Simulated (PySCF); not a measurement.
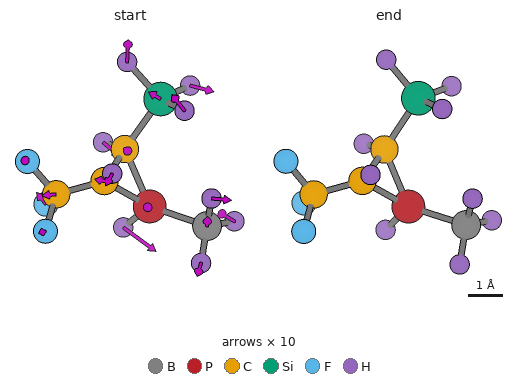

The structure of C3H9BF3PSi before (left) and after (right) a relaxation, at one scale. The purple arrows give the displacements, 10 times their true length.

Style: ball-and-stick. Shown face on.

The start comes from GFN2-xTB. Its atoms were then displaced at random by about 0.01 Å.

All numbers below come from PBE0-D3(BJ)/def2-SVP geometry optimisation, gas phase in PySCF 2.14.0, density-fitted response routines. 

Question: Describe what moved and what it gained.

Answer: The atom that moves furthest after the best rigid fit is an H atom (0.12 Å). By element the largest moves are H 0.12 Å, P 0.07 Å, F 0.05 Å, C 0.05 Å, Si 0.05 Å, B 0.04 Å. Some distances before and after: B–H 1.154 → 1.220 Å, H–Si 1.435 → 1.490 Å, B–P 1.953 → 1.915 Å, H–Si 1.464 → 1.490 Å. Among the angles between lasting bonds that change: B–P–H 129.6° → 123.4°, C–P–H 99.5° → 103.6°, B–P–C 121.9° → 126.0°. The energy falls by 4.76 kcal/mol in 8 geometry steps. Cost: 93 s on 1 thread of Intel(R) Xeon(R) 6975P-C, with other jobs on the host.
